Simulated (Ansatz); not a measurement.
```tsv
atom	x (Å)	y (Å)	z (Å)
N	-1.7682	0.5621	-0.5451
Sn	0.1104	0.2005	0.0457
N	0.1250	-0.8811	1.7306
N	1.1426	-0.7258	-1.3986
F	0.9698	1.8987	0.4069
H	-1.9130	1.5050	-0.8822
H	-2.4476	0.3759	0.1815
H	0.8302	-1.6069	1.7211
H	0.2505	-0.3265	2.5674
H	2.0860	-0.3774	-1.5092
H	0.6796	-0.6815	-2.2974
```

Geometry: PBE0-D4/def2-TZVP; core potentials replace the inner electrons of Sn.

Computed with RKS PBE0-D4/def2-TZVPP (Ansatz 0.2.0).

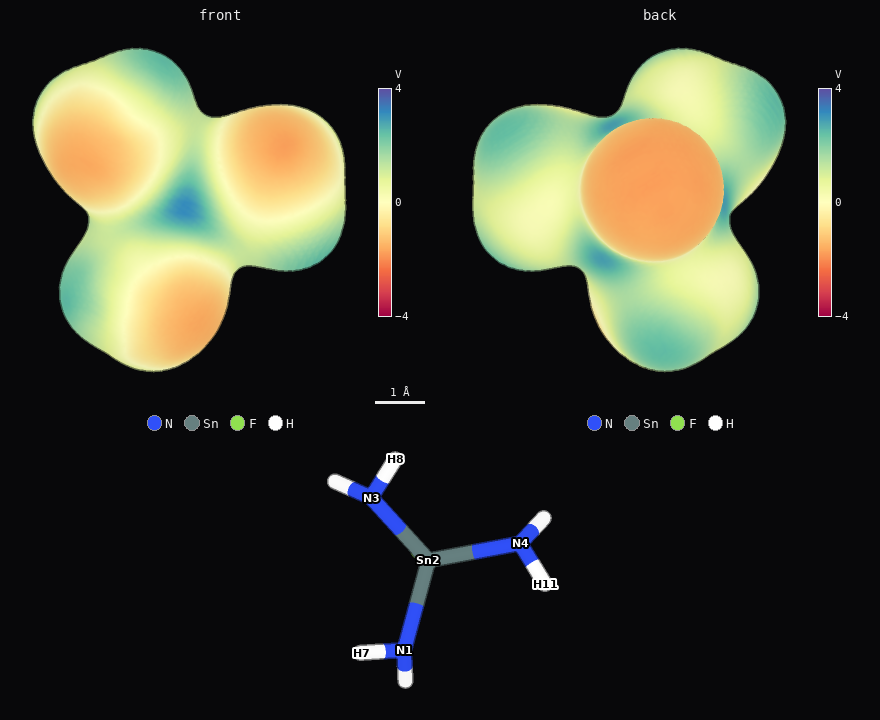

FH6N3Sn. The electrostatic potential painted on the density surface at 0.004 e/bohr³, seen from the front and from behind; red is negative and blue positive. The bare structure is drawn below in the same view.

Question: Which sites attract a positive test charge, and which a negative one?

Answer: A positive charge is drawn to the negative regions and a negative charge to the positive ones. The most negative region (about −1.8 V) lies over N4 and F5, the most positive (about +2.9 V) over Sn2.
